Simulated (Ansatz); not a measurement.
# UCCSDT(Q)/STO-3G run of C2H2N (SMILES [CH2]C#N)

Aim: the vertical ionisation energy of C2H2N at UCCSDT(Q)/STO-3G, from 2 runs. 

The results are computed with Ansatz 0.2.0.

37 further runs of the same task are left out: 37 set aside as unsound or not needed.

### 1 The structure to begin with

The species is C2H2N (5 atoms), meant as a doublet with charge 0. As SMILES, `[CH2]C#N`. The shape is that of a PBE0-D4/def2-TZVP optimisation.

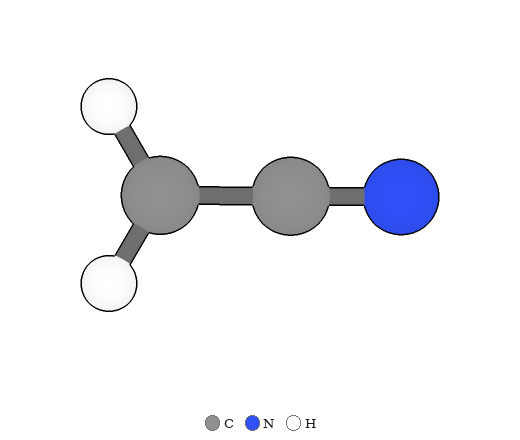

The structure, seen from a chosen angle (carbon grey, nitrogen blue, hydrogen white).

### 2 A single-point energy at UCCSDT(Q)/STO-3G

Contents of job.yaml:

```yaml
crystal:
  periodic: [false, false, false]
  atoms:
    - {symbol: C, position_ang: [-0.303900, 0.342000, -0.317400]}
    - {symbol: C, position_ang: [0.458100, -0.524000, 0.433100]}
    - {symbol: N, position_ang: [1.103000, -1.256900, 1.068300]}
    - {symbol: H, position_ang: [-1.157100, -0.027100, -0.869600]}
    - {symbol: H, position_ang: [-0.050200, 1.392300, -0.355600]}
basis:
  gaussian:
    orbitals: STO-3G
correlation:
  method: ccsdt_q
  frozen_orbitals: {C: 1, H: 0, "N": 1}
scf:
  omitted_lower_state_checks: [cluster_reference, increment]
magnetization:
  spin_polarized: true
  initial_magnetization: 1
accuracy: high
```

Run with:

```
$ ansatz run job.yaml --threads 1 --pin off --max-ram 2610MiB --events-out events.jsonl --progress --plain --runs-dir runs
```

The program printed, shortened:

```text
Warning: RAYON_NUM_THREADS=1 ignored (pool sized by the plan → 1); use --threads N
Functional definition: HF
  name "HF"
[...]
298 factors; integrals over basis functions are off by at most 3.7e-9 eV
[...]
mean field -3527.84601389 eV, -129.6459497507 hartree, gradient 1.8e-8 eV, S^2 1.057834; 0 other end points of the search recorded, 0 dependent functions left out
3 core orbitals not correlated: weight in the atoms' cores, before any rotation towards them, 1.000 or more for the frozen orbitals, at most 0.000 for the correlated occupied ones
reference -3527.84601389 eV, -129.6459497507 hartree; 8, 7 occupied and 6, 7 virtual orbitals, 298 factors
second order -3.91583719 eV of doubles, -0.00000000 eV of singles
cycle   1  -4.40762876 eV  change   -4.9e-1 eV  update   1.0e-1
[...]
cycle  32  -5.33453754 eV  change  -8.1e-10 eV  update  3.9e-10
perturbative correction -0.03551719 eV, -0.0013052328 hartree
Total energy: -3533.21606863 eV, -129.8432956222 hartree
Checks for a lower state left out: cluster_reference, increment
```

Run time: 1.7 s. Hardware: 1 thread of Arm Neoverse V1, shared host; peak memory 0.11 GiB.

### 3 The singlet cation

Contents of input.yaml:

```yaml
crystal:
  periodic: [false, false, false]
  atoms:
    - {symbol: C, position_ang: [-0.303900, 0.342000, -0.317400]}
    - {symbol: C, position_ang: [0.458100, -0.524000, 0.433100]}
    - {symbol: N, position_ang: [1.103000, -1.256900, 1.068300]}
    - {symbol: H, position_ang: [-1.157100, -0.027100, -0.869600]}
    - {symbol: H, position_ang: [-0.050200, 1.392300, -0.355600]}
basis:
  gaussian:
    orbitals: STO-3G
total_charge: 1
correlation:
  method: ccsdt_q
  frozen_orbitals: {C: 1, H: 0, "N": 1}
accuracy: high
scf:
  omitted_lower_state_checks: [cluster_reference, increment]
```

Run with:

```
$ ansatz run input.yaml --threads 1 --pin off --max-ram 2610MiB --events-out events.jsonl --progress --plain --runs-dir runs
```

The program printed, shortened:

```text
Warning: RAYON_NUM_THREADS=1 ignored (pool sized by the plan → 1); use --threads N
[... 2 set-up lines as earlier in the session ...]
[...]
298 factors; integrals over basis functions are off by at most 3.7e-9 eV
[...]
mean field -3518.97857160 eV, -129.3200772568 hartree, gradient 2.6e-8 eV, S^2 0.000000; 0 other end points of the search recorded, 0 dependent functions left out; unrestricted orbitals would lower it
3 core orbitals not correlated: weight in the atoms' cores, before any rotation towards them, 1.000 or more for the frozen orbitals, at most 0.000 for the correlated occupied ones
reference -3518.97857160 eV, -129.3200772568 hartree; 7, 7 occupied and 7, 7 virtual orbitals, 298 factors
second order -5.14239537 eV of doubles, -0.00000000 eV of singles
cycle   1  -5.35126093 eV  change   -2.1e-1 eV  update   9.6e-2
[...]
cycle  30  -5.96230341 eV  change  -7.4e-10 eV  update  4.6e-10
perturbative correction -0.04530782 eV, -0.0016650316 hartree
Total energy: -3524.98618283 eV, -129.5408528974 hartree
Checks for a lower state left out: cluster_reference, increment
```

It took 0.56 s on 1 thread of Arm Neoverse V1, shared host.

### 4 Outcome

At UCCSDT(Q)/STO-3G, 3 core orbitals frozen:

```
                                                   quantity          value
                                doublet C2H2N: total energy  -129.84330 Eh
 doublet C2H2N: correlation energy (3 core orbitals frozen)     -197.3 mEh
           doublet C2H2N: ⟨S²⟩ of the reference determinant          1.058
                               doublet C2H2N: T1 diagnostic          0.045
                               singlet cation: total energy  -129.54085 Eh
singlet cation: correlation energy (3 core orbitals frozen)     -220.8 mEh
                              singlet cation: T1 diagnostic          0.021
         vertical ionisation energy (to the singlet cation)       8.230 eV
```

In words: The vertical ionisation energy comes to 8.23 eV (794 kJ/mol). Only the singlet of the ionised species was computed; a triplet could lie lower. In a minimal basis such a difference can be off by several eV, whatever the method. ⟨S²⟩ (doublet C2H2N) is 1.06 where a pure doublet has 0.75: the reference is spin-contaminated. The T1 diagnostic (doublet C2H2N) of 0.045 is above the customary mark for such species, so a single reference may not serve. The T1 diagnostic (singlet cation) of 0.021 is above the customary mark for such species, so a single reference may not serve.
